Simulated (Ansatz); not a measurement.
**A computed series for hypothetical P6_3/mmc SiS2: pressure series**

Base system: SiS$_{2}$ in the 2H-MoS2 type structure (space group P6_3/mmc, No. 194; a = 3.210 Å, c = 11.768 Å; a hypothetical phase, not in the database extracts checked; layered, stacked along the Cartesian z axis).

Cell and atoms are relaxed at each pressure.

Method: Ansatz (a first-principles code), PBE-D3(BJ), PAW, cutoff 420 eV, spin-orbit coupling left out, earlier PAW set.

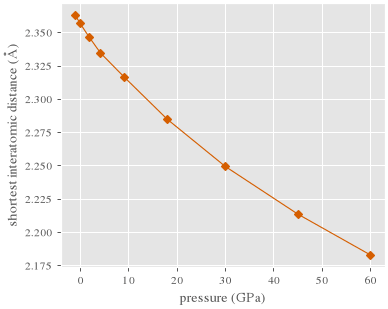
*Shortest interatomic distance against pressure*

```tsv
pressure (GPa)	shortest interatomic distance
-1	2.363 Å
1.8	2.347 Å
4.2	2.334 Å
9	2.317 Å
18	2.285 Å
30	2.249 Å
45	2.214 Å
60	2.183 Å
```

Load acts through the strain it causes; cell and atoms are relaxed under it. Whether these cells are dynamically stable was not tested. Competing high-pressure phases were not computed. The final runs are not spin-polarised.
